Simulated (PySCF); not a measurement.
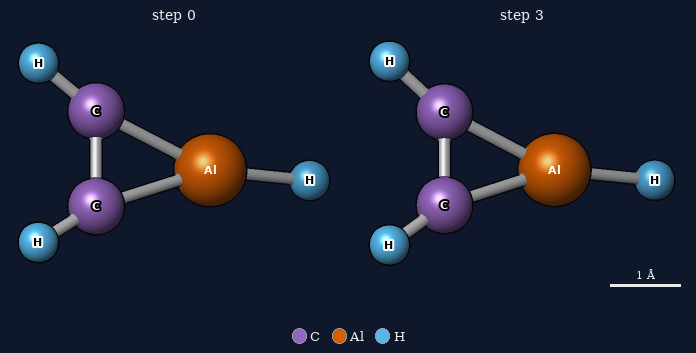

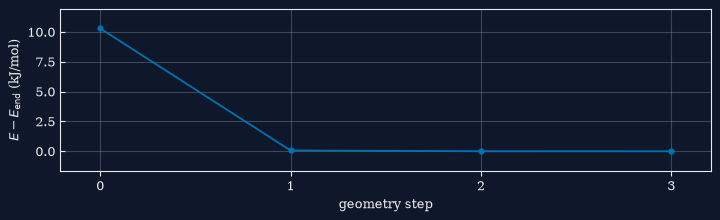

First and last geometry of a relaxation of C$_{2}$H$_{3}$Al, with the history of the run. A ball-and-stick model, seen at a tilt.

Level of theory: PySCF 2.14.0, RKS PBE0-D4/def2-TZVP, density fitting. 

> Read the history and describe the run.

It converged. The largest moves after the best rigid fit, 0.057 Å, are those of Al and H atoms. Largest moves by element: H 0.057 Å, Al 0.057 Å, C 0.019 Å. Among the contacts that change: Al–C 1.917 → 1.852 Å, C–C 1.400 → 1.367 Å, Al–H 1.559 → 1.569 Å. Among the angles between lasting bonds that change: C–C–H 124.3° → 127.7°, Al–C–H 167.1° → 163.9°. After 3 geometry steps the energy has fallen by 10.3 kJ/mol.
